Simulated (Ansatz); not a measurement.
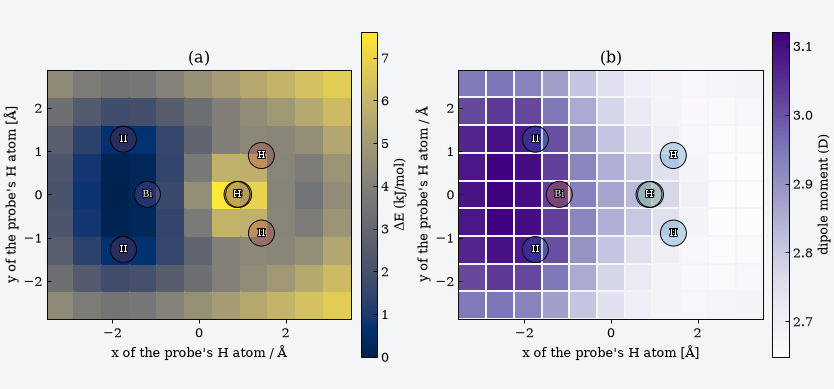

CH₅Bi with the probe H2O. The probe is moved over a plane parallel to the molecule's main plane, 2.78 Å above it. Coordinates scanned: (1) x of the probe's H atom; (2) y of the probe's H atom. Nothing is relaxed (molecule and probe rigid, the probe upright with H nearest the plane). Grid: 11 × 9 points. Points are written as (first, second). All energies are given in kJ/mol relative to the lowest grid point. Method: RKS PBE0-D4/def2-SVPD in Ansatz 0.2.0.

Panel (a) is the energy; panel (b) is the computed dipole moment, in D.

In the figure: one coloured cell a grid point, labelled circles for the molecule's atoms, projected on the plane.

How does the dipole moment vary over the map, and what is it at the lowest grid point?

Answer. Leaving out the highest fifth of the energies, it runs from 2.65 D at (3.20 Å, 0.00 Å) to 3.12 D at (−2.56 Å, 0.00 Å). At the lowest grid point, (−1.92 Å, 0.00 Å), it is 3.10 D.

```
y of the probe's H atom ↓, x of the probe's H atom →  −3.20  −2.56  −1.92  −1.28  −0.64  0.00  0.64  1.28  1.92  2.56  3.20
                                                2.56   2.95   2.95   2.93   2.88   2.81  2.75  2.71  2.68  2.67  2.67  2.68
                                                1.92   3.01   3.03   3.02   2.95   2.86  2.78  2.72  2.68  2.67  2.66  2.67
                                                1.28   3.06   3.09   3.08   3.00   2.90  2.81  2.75  2.70  2.67  2.65  2.66
                                                0.64   3.09   3.12   3.10   3.03   2.93  2.85  2.80  2.75  2.68  2.65  2.65
                                                0.00   3.09   3.12   3.10   3.03   2.93  2.87  2.83  2.77  2.69  2.65  2.65
                                               −0.64   3.09   3.12   3.10   3.03   2.93  2.85  2.80  2.75  2.68  2.65  2.65
                                               −1.28   3.06   3.09   3.08   3.00   2.90  2.81  2.75  2.71  2.67  2.65  2.66
                                               −1.92   3.01   3.03   3.02   2.95   2.86  2.78  2.72  2.68  2.67  2.66  2.67
                                               −2.56   2.95   2.95   2.93   2.88   2.81  2.75  2.71  2.68  2.67  2.67  2.68
```
